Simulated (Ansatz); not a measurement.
```xyz
8

B    -0.0160    0.4325   -0.3345
F     0.0691    0.0932    2.1691
O     1.1801   -0.1639   -0.6145
H     1.1214   -1.0814   -0.9355
O    -1.2668   -0.0700   -0.5675
H    -1.3048   -1.0007   -0.8510
H     0.0386    1.5756    0.0385
H     0.0880    0.9416    1.7832
```

Not at a stationary point (largest force 0.7 eV/Å).

These are results of RKS PBE-D4/def2-SVP in Ansatz, not measurements.

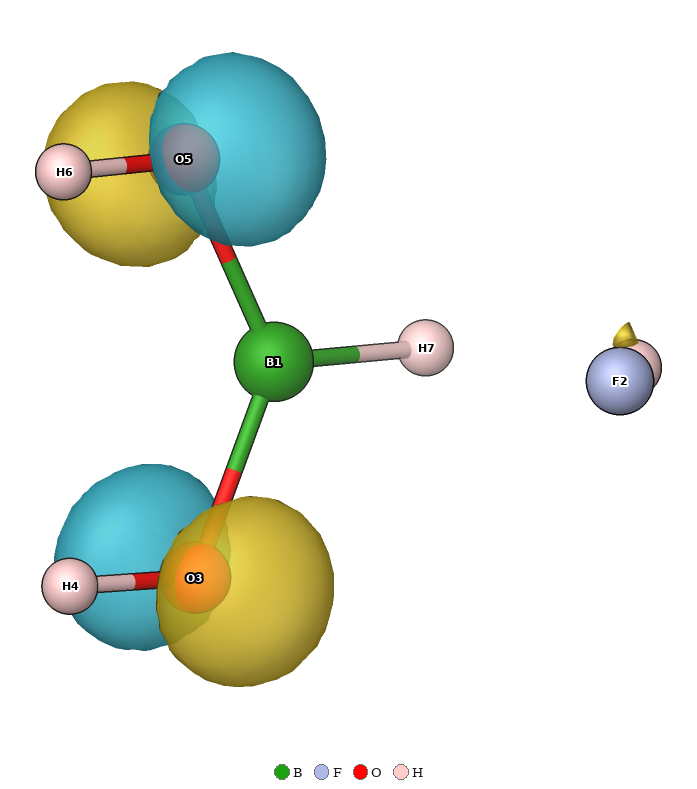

BH3O2···HF. The HOMO at ±0.3 Å⁻³ᐟ² (yellow and cyan are the two phases), seen at a tilt.

### Describe this orbital and give its energy.

Its weight (Hirshfeld) is mainly on O3 (about 45 %) and O5 (about 40 %); largely a combination of lone pairs on O3 and O5. Its energy is −7.53 eV.
